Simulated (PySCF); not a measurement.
```xyz
18
charge 0, multiplicity 1
C    -1.6687    0.5271    1.5113
C    -1.2646   -0.0576    0.4234
C    -1.9017    0.2695   -0.9216
C     0.0391   -0.7583    0.3960
C     1.0046    0.3221   -0.2368
C     2.4998   -0.2310   -0.2931
F     3.3458    0.7902   -0.7626
F     2.9270   -0.6116    0.8976
F     2.7283   -1.2293   -1.1757
H    -1.2563    0.2285    2.4813
H    -2.5638    1.1188    1.5594
H    -1.7158    1.2851   -1.1719
H    -3.0450    0.1587   -0.8897
H    -1.5708   -0.4313   -1.6476
H     0.0667   -1.7196   -0.1752
H     0.4811   -1.0574    1.3037
H     0.7191    0.4500   -1.2476
H     0.9139    1.2532    0.4007
```

Geometry: a frame of a GFN2-xTB molecular-dynamics simulation, not a minimum.

What structure does this define?

It has 18 atoms: 6 carbon, 9 hydrogen and 3 fluorine (C6H9F3). As SMILES it reads `C=C(C)CCC(F)(F)F`. It has no ring. Among its groups: alkene, C–F bond. Coordination, clear cases only: 1 C trigonal planar; 4 C tetrahedral.

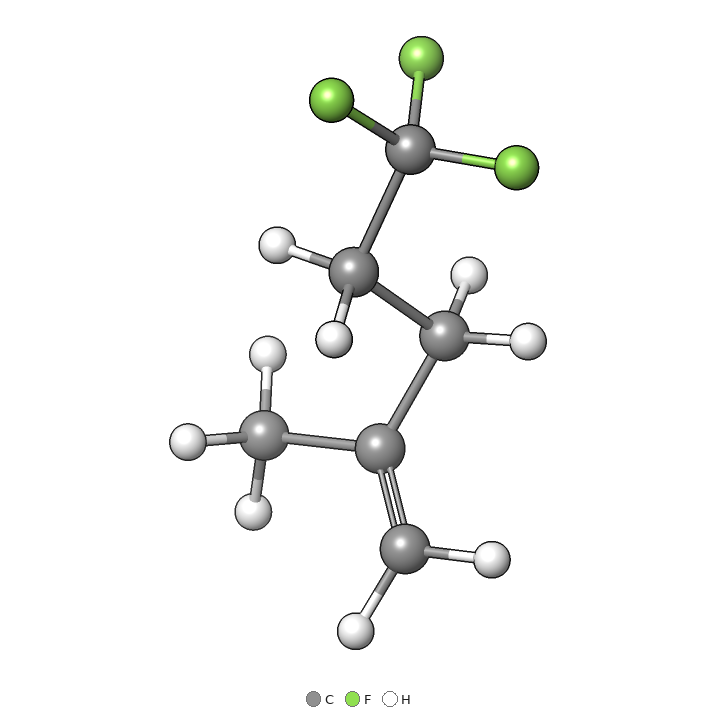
